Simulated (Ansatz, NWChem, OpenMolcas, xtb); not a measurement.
**Ligand exchange: BrCl + SiH3(CH3) → SiH3Cl + CH3Br**

Species: BrCl (bromine chloride), singlet; SiH3(CH3) (methylsilane), singlet; SiH3Cl (chlorosilane) `[SiH3]Cl`, singlet; CH3Br (bromomethane) `CBr`, singlet. The partners trade Br for SiH3: Cl–Br and C–SiH3 bonds give way to Cl–SiH3 and C–Br.

Shapes, held fixed at every level: PBE0-D4/def2-TZVP; BrCl at the measured bond length. Programs: Ansatz 0.2.0, NWChem 7.3.0, OpenMolcas 26.06, xtb 6.7.1, xtb 6.7.1 later snapshot. A level may come from different programs for different species; with the same settings they agree closely. Electronic energies: no zero-point or thermal term.

| level | kind | ΔE (kJ/mol) |
| --- | --- | --- |
| GFN2-xTB | semi-empirical | -142.4 |
| HF/STO-3G | Hartree–Fock | -141.4 |
| SVWN5/STO-3G | LDA | -133.1 |
| HSE06/STO-3G | range-separated hybrid | -132.4 |
| wB97M-V/STO-3G | range-separated hybrid | -128.0 |
| B2PLYP/STO-3G | double hybrid | -127.1 |
| RPA@PBE/STO-3G | RPA | -98.4 |
| CCSDTQ/STO-3G | coupled cluster or CI | -121.6 |
| B3LYP/6-31G* (Cartesian functions) | global hybrid | -164.8 |

B3LYP/6-31G* (Cartesian functions) gives ΔE = -164.8 kJ/mol; the levels span -164.8 to -98.4. The median of the levels is -132.4. No measured value is set beside it here. Relativity is left out for Br. Outer-core shells of Br are correlated, in sets that cover them unevenly. B3LYP/6-31G* (Cartesian functions) lies outside the range of all other levels here, so it shouldn't be taken on trust. Rows in sets without polarisation functions are far from converged.

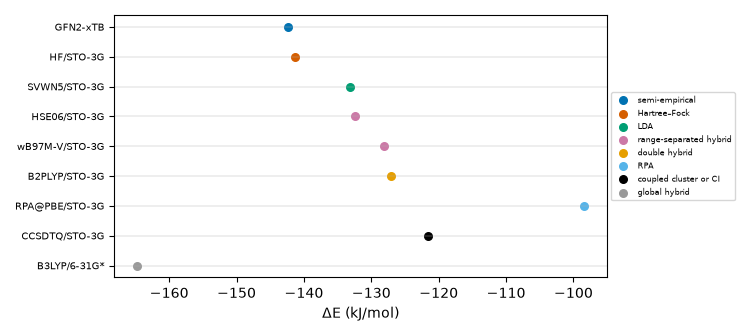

The values of the table, level by level.
